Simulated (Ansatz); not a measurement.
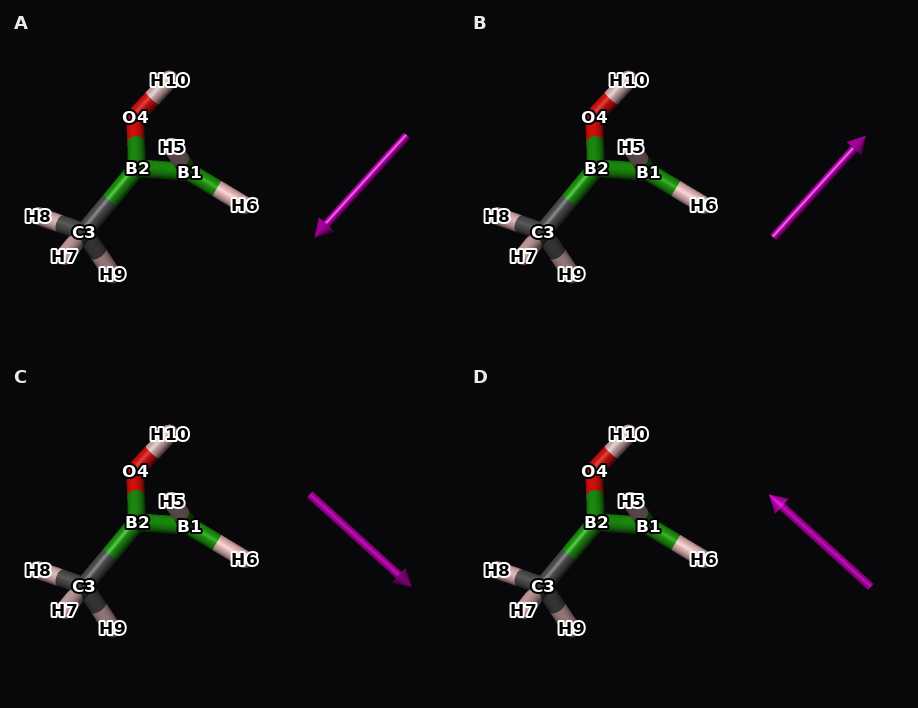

The same molecule four times, each with an arrow. The geometry was computed by an optimisation with PBE-D4/def2-SVP. No frequency run is at hand to confirm it as a minimum. Level of theory: RKS PBE-D4/def2-SVP (Ansatz 0.2.0).

Which arrow points along the dipole moment, from the negative to the positive end?

B. The dipole moment is 0.97 D; it points from the side of H7 to the side of H10 (the outermost atoms at the two ends).
